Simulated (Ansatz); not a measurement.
# TiRh: a strain scan

This session takes TiRh and sets out to strain the cell along the Voigt pattern (1, 1, 0, 0, 0, 0).

Program: Ansatz 0.2.0. Level of theory: DFT LDA, scalar-relativistic, plane waves, PAW. These are calculated values, not measurements.

## Step 1: The starting structure

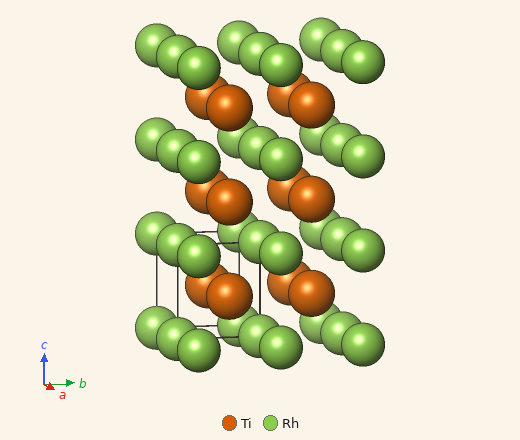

The starting structure, seen slightly off an axis (titanium orange, rhodium green). 2×2×3 cells are drawn. Atoms on the faces are drawn again on the opposite ones.

Structure file:

```xyz
2
Lattice="2.9880 0.0000 0.0000 0.0000 2.9880 0.0000 0.0000 0.0000 3.3500" Properties=species:S:1:pos:R:3 pbc="T T T"
Ti    1.4940    1.4940    1.6750
Rh    0.0000    0.0000    0.0000
```

No relaxation comes first: the listed cell is the starting point.

## Step 2: The reference: the undisturbed cell on the scan's mesh

input.yaml reads:

```yaml
crystal:
  lattice:
    - [2.988, 0.0, 0.0]
    - [0.0, 2.988, 0.0]
    - [0.0, 0.0, 3.35]
  atoms:
    - { symbol: Ti, position: [0.5, 0.5, 0.5] }
    - { symbol: Rh, position: [0.0, 0.0, 0.0] }
basis:
  ecutwfc: 420
kpoints:
  mp_grid: { grid: [16, 16, 14] }
hamiltonian:
  xc: lda
scf:
  occupations: { method: gaussian, width: 0.15 }
output:
  forces: true
  stress: true
  eigenvalues: true
```

The log of the run (excerpt; [...] marks lines left out):

```text
Warning: RAYON_NUM_THREADS=1 ignored (pool sized by the plan → 1); use --threads N
[...]
Pseudopotentials: kind: paw
Pseudopotential: Ti, paw, valence charge 12, recommended cutoff 420 eV (normal), Ti.paw.azcp
Pseudopotential: Rh, paw, valence charge 17, recommended cutoff 420 eV (normal), Rh.paw.azcp
Functional definition: SPW92
[...]
Crystal: 2 atoms, lattice volume = 29.909 Å³
Basis set: ecut = 420 eV, 575 PW (Γ)
Bands: 19, of which v1, the nominal top of the filled ones, is band 15 counted from 1 (14 counted from 0)
Symmetry: 16 space group operations
Space group: P4/mmm (ITA 123), of the structure as read, at distance tolerance 3.1e-5 Å
k-points: 360 of 3584
[...]
SCF iter   1: F=—  HF=-8730.417597 eV  |F-HF|=—  |Δ(HF+E_count)|=         —  Δρ=1.34e-2  dr2=6.85e-2  ethr=1.77e-3  ⟨swp⟩=4.3  Hψ=26230  notcnv=0
[...]
SCF iter   6: F=-8730.409956 eV  HF=-8730.409956 eV  |F-HF|=1.46e-8  |Δ(HF+E_count)|=   6.74e-8  Δρ=1.27e-5  dr2=2.31e-8  ethr=3.45e-10  ⟨swp⟩=5.2  Hψ=30099  notcnv=0
[...]
SCF converged after 6 iterations
Free energy (F): -8730.409956 eV
[...]
E sigma→0 (E₀):  -8730.394906 eV
Entropy (-TS):   -0.030099 eV (-15.049 meV/atom)
Fermi energy:    18.127736 eV
[...]
--- Forces (eV/Å), atoms counted from 1 ---
  atom   1  Ti     0.00000000    -0.00000000     0.00000000
  atom   2  Rh     0.00000000     0.00000000     0.00000000
[...]
--- Stress (GPa, compression-positive) ---
      -12.603544       0.000000       0.000000
        0.000000     -12.603544       0.000000
        0.000000       0.000000     -10.620880
  P = ⅓ Tr σ = -11.9427 GPa (-119.427 kbar)
--- Band table (eV; the first three rows and the last of 360) ---
  k-point 0: bands = ["-60.5589", "-38.7341", "-28.4991", "-28.4644", "-28.4644", "-15.2359", "-15.1339", "-15.1339", "10.7124", "12.9450", "13.0627", "15.6948", "15.6948", "16.3746", "18.4343", "19.3295", "20.6354", "20.7512", "20.7512"]
[...]
```

Wall time 8 s (1 thread of an Arm CPU, shared host); peak memory 0.43 GiB.

Reference values: F = -8730.4100 eV; pressure -11.94 GPa; largest force 0.000 eV/Å; gap on the mesh none (metal).

## Step 3: Setting up a strain scan

The cell is strained by ε times the Voigt pattern (1, 1, 0, 0, 0, 0) (xx, yy, zz, yz, xz, xy; engineering shear), with fractional coordinates fixed (clamped ions). The stress on the pattern is the sum of the stress components weighted by it, tension positive.

## Step 4: At ε = -0.1000

input.yaml, as its differences from that of step 2:

```diff
@@ -2,4 +2,4 @@
   lattice:
-    - [2.988, 0.0, 0.0]
-    - [0.0, 2.988, 0.0]
+    - [2.6892, 0.0, 0.0]
+    - [0.0, 2.6892, 0.0]
     - [0.0, 0.0, 3.35]
```

The log of the run (excerpt; [...] marks lines left out):

```text
Warning: RAYON_NUM_THREADS=1 ignored (pool sized by the plan → 1); use --threads N
[...]
[... 4 set-up lines as earlier in the session ...]
[...]
Crystal: 2 atoms, lattice volume = 24.227 Å³
Basis set: ecut = 420 eV, 479 PW (Γ)
Bands: 19, of which v1, the nominal top of the filled ones, is band 15 counted from 1 (14 counted from 0)
[... 1 set-up line as earlier in the session ...]
Space group: P4/mmm (ITA 123), of the structure as read, at distance tolerance 2.9e-5 Å
k-points: 360 of 3584
[...]
SCF iter   1: F=—  HF=-8729.968046 eV  |F-HF|=—  |Δ(HF+E_count)|=         —  Δρ=1.16e-2  dr2=2.22e-2  ethr=1.77e-3  ⟨swp⟩=4.2  Hψ=26514  notcnv=0
[...]
SCF converged after 6 iterations
Free energy (F): -8729.960718 eV
[...]
E sigma→0 (E₀):  -8729.947903 eV
Entropy (-TS):   -0.025629 eV (-12.814 meV/atom)
Fermi energy:    22.962565 eV
[...]
--- Forces (eV/Å), atoms counted from 1 ---
  atom   1  Ti     0.00000000     0.00000000     0.00000000
  atom   2  Rh     0.00000000    -0.00000000     0.00000000
[...]
--- Stress (GPa, compression-positive) ---
       49.009277       0.000000       0.000000
        0.000000      49.009277       0.000000
        0.000000       0.000000      39.501899
  P = ⅓ Tr σ = 45.8402 GPa (458.402 kbar)
--- Band table (eV; the first three rows and the last of 360) ---
  k-point 0: bands = ["-55.9054", "-33.2407", "-23.9730", "-23.6956", "-23.6956", "-9.7874", "-9.4535", "-9.4535", "14.9910", "16.3832", "16.6952", "20.2236", "20.2236", "21.8276", "22.9226", "24.8671", "26.6824", "26.9042", "26.9042"]
[...]
```

It took 9.9 s on 1 thread of an Arm CPU, shared host; peak memory 0.42 GiB.

## Step 5: Point ε = 0.0750

input.yaml, as its differences from that of step 4:

```diff
@@ -2,4 +2,4 @@
   lattice:
-    - [2.6892, 0.0, 0.0]
-    - [0.0, 2.6892, 0.0]
+    - [3.2121, 0.0, 0.0]
+    - [0.0, 3.2121, 0.0]
     - [0.0, 0.0, 3.35]
```

The log of the run (excerpt; [...] marks lines left out):

```text
Warning: RAYON_NUM_THREADS=1 ignored (pool sized by the plan → 1); use --threads N
[...]
[... 4 set-up lines as earlier in the session ...]
[...]
Crystal: 2 atoms, lattice volume = 34.564 Å³
Basis set: ecut = 420 eV, 699 PW (Γ)
Bands: 19, of which v1, the nominal top of the filled ones, is band 15 counted from 1 (14 counted from 0)
[... 1 set-up line as earlier in the session ...]
Space group: P4/mmm (ITA 123), of the structure as read, at distance tolerance 3.3e-5 Å
k-points: 360 of 3584
[...]
SCF iter   1: F=—  HF=-8729.766272 eV  |F-HF|=—  |Δ(HF+E_count)|=         —  Δρ=1.24e-2  dr2=7.09e-2  ethr=1.77e-3  ⟨swp⟩=4.2  Hψ=25838  notcnv=0
[...]
SCF iter   6: F=-8729.759590 eV  HF=-8729.759590 eV  |F-HF|=3.40e-8  |Δ(HF+E_count)|=   8.26e-8  Δρ=1.55e-5  dr2=4.70e-8  ethr=3.45e-10  ⟨swp⟩=5.0  Hψ=30096  notcnv=0
[...]
SCF converged after 6 iterations
Free energy (F): -8729.759590 eV
[...]
E sigma→0 (E₀):  -8729.740906 eV
Entropy (-TS):   -0.037368 eV (-18.684 meV/atom)
Fermi energy:    15.163977 eV
[...]
--- Forces (eV/Å), atoms counted from 1 ---
  atom   1  Ti     0.00000000    -0.00000000     0.00000000
  atom   2  Rh    -0.00000000     0.00000000     0.00000000
[...]
--- Stress (GPa, compression-positive) ---
      -29.229028       0.000000       0.000000
        0.000000     -29.229028       0.000000
        0.000000       0.000000     -27.689921
  P = ⅓ Tr σ = -28.7160 GPa (-287.160 kbar)
--- Band table (eV; the first three rows and the last of 360) ---
  k-point 0: bands = ["-63.1980", "-42.0112", "-31.1213", "-31.1213", "-31.1176", "-18.4767", "-18.4530", "-18.4530", "8.3706", "10.9376", "10.9618", "13.1603", "13.1603", "13.3761", "15.6592", "15.9521", "17.1496", "17.1902", "17.1902"]
[...]
```

It took 9.2 s on 1 thread of an Arm CPU, shared host; peak memory 0.45 GiB.

## Step 6: ε = -0.0500

input.yaml, as its differences from that of step 5:

```diff
@@ -2,4 +2,4 @@
   lattice:
-    - [3.2121, 0.0, 0.0]
-    - [0.0, 3.2121, 0.0]
+    - [2.8386, 0.0, 0.0]
+    - [0.0, 2.8386, 0.0]
     - [0.0, 0.0, 3.35]
```

The log of the run (excerpt; [...] marks lines left out):

```text
[...]
SCF converged after 6 iterations
Free energy (F): -8730.449252 eV
[...]
E sigma→0 (E₀):  -8730.436071 eV
Entropy (-TS):   -0.026363 eV (-13.181 meV/atom)
Fermi energy:    20.383550 eV
[...]
--- Forces (eV/Å), atoms counted from 1 ---
  atom   1  Ti     0.00000000     0.00000000     0.00000000
  atom   2  Rh    -0.00000000     0.00000000     0.00000000
[...]
--- Stress (GPa, compression-positive) ---
       10.662435       0.000000       0.000000
        0.000000      10.662435       0.000000
        0.000000       0.000000       8.656433
  P = ⅓ Tr σ = 9.9938 GPa (99.938 kbar)
--- Band table (eV; the first three rows and the last of 360) ---
  k-point 0: bands = ["-58.4240", "-36.1712", "-26.4089", "-26.2918", "-26.2918", "-12.6961", "-12.5078", "-12.5078", "12.6546", "14.5282", "14.7402", "17.7606", "17.7606", "18.8515", "20.5460", "21.9387", "23.4192", "23.5924", "23.5924"]
[...]
```

Wall time 9.7 s (1 thread of an Arm CPU, shared host); peak memory 0.43 GiB.

## Step 7: Point ε = 0.0250

input.yaml, as its differences from that of step 6:

```diff
@@ -2,4 +2,4 @@
   lattice:
-    - [2.8386, 0.0, 0.0]
-    - [0.0, 2.8386, 0.0]
+    - [3.0627, 0.0, 0.0]
+    - [0.0, 3.0627, 0.0]
     - [0.0, 0.0, 3.35]
```

The log of the run (excerpt; [...] marks lines left out):

```text
Warning: RAYON_NUM_THREADS=1 ignored (pool sized by the plan → 1); use --threads N
[...]
[... 4 set-up lines as earlier in the session ...]
[...]
Crystal: 2 atoms, lattice volume = 31.423 Å³
Basis set: ecut = 420 eV, 627 PW (Γ)
Bands: 19, of which v1, the nominal top of the filled ones, is band 15 counted from 1 (14 counted from 0)
[... 1 set-up line as earlier in the session ...]
Space group: P4/mmm (ITA 123), of the structure as read, at distance tolerance 3.2e-5 Å
k-points: 360 of 3584
[...]
SCF iter   1: F=—  HF=-8730.261637 eV  |F-HF|=—  |Δ(HF+E_count)|=         —  Δρ=1.36e-2  dr2=7.93e-2  ethr=1.77e-3  ⟨swp⟩=4.2  Hψ=26095  notcnv=0
[...]
SCF iter   6: F=-8730.253698 eV  HF=-8730.253698 eV  |F-HF|=8.51e-9  |Δ(HF+E_count)|=   4.99e-8  Δρ=1.22e-5  dr2=1.53e-8  ethr=3.45e-10  ⟨swp⟩=5.1  Hψ=30080  notcnv=0
[...]
SCF converged after 6 iterations
Free energy (F): -8730.253698 eV
[...]
E sigma→0 (E₀):  -8730.237598 eV
Entropy (-TS):   -0.032199 eV (-16.100 meV/atom)
Fermi energy:    17.089160 eV
[...]
--- Forces (eV/Å), atoms counted from 1 ---
  atom   1  Ti     0.00000000     0.00000000     0.00000000
  atom   2  Rh    -0.00000000     0.00000000     0.00000000
[...]
--- Stress (GPa, compression-positive) ---
      -20.045174       0.000000       0.000000
        0.000000     -20.045174       0.000000
        0.000000       0.000000     -17.545099
  P = ⅓ Tr σ = -19.2118 GPa (-192.118 kbar)
--- Band table (eV; the first three rows and the last of 360) ---
  k-point 0: bands = ["-61.5011", "-39.8976", "-29.4324", "-29.4153", "-29.4153", "-16.3855", "-16.3171", "-16.3171", "9.8643", "12.2339", "12.3152", "14.7853", "14.7853", "15.2939", "17.4607", "18.1365", "19.3893", "19.4795", "19.4795"]
[...]
```

Wall time 8.7 s (1 thread of an Arm CPU, shared host); peak memory 0.44 GiB.

## Step 8: Results of the scan

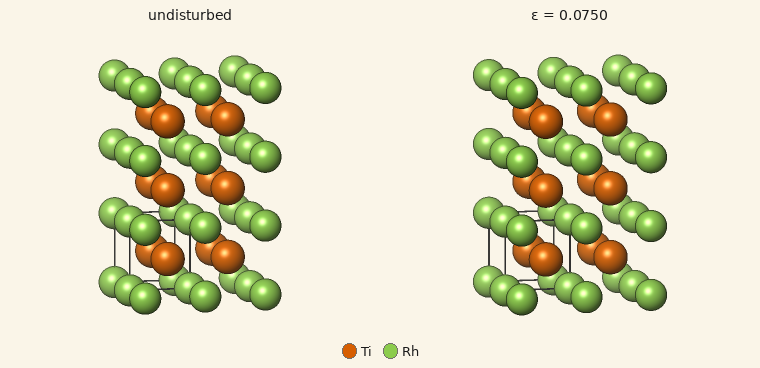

The undisturbed cell and the costliest point of the scan, at one scale, with neighbouring cells.

All points in order; energies are free energies above the reference cell:

```tsv
ε	ΔE (meV/atom)	stress on the pattern (GPa)	pressure (GPa)
-0.1000	224.6	-98.02	45.8
-0.0500	-19.6	-21.32	10.0
0.0000	0.0	25.21	-11.9
0.0250	78.1	40.09	-19.2
0.0750	325.2	58.46	-28.7
```

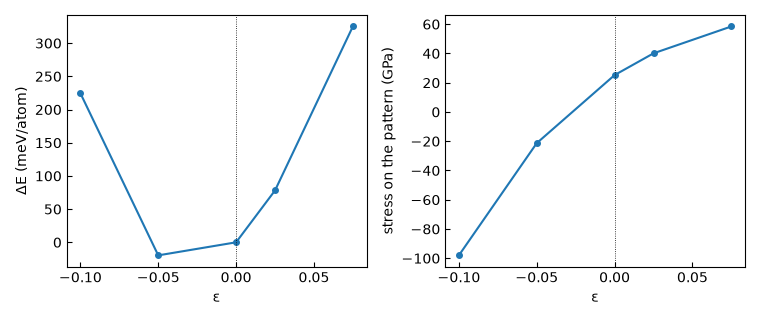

ΔE and stress on the pattern along the scan.

## Step 9: Summary of results

| quantity | value |
| --- | --- |
| slope of the stress at ε = 0, from the points at -0.0500, 0 and 0.0250 | 707 GPa |

**Reading.** The slope of the stress at zero strain, 707 GPa, estimates C11 + C22 + 2 C12 with clamped ions in this Cartesian frame; letting the atoms relax could not make it stiffer. The step is wide, so higher orders mix in. The reference stands under -11.9 GPa, so this is no zero-stress constant. The energy drops below the reference, by 19.6 meV/atom at ε = -0.0500; the cell was taken as given and not relaxed at this level.
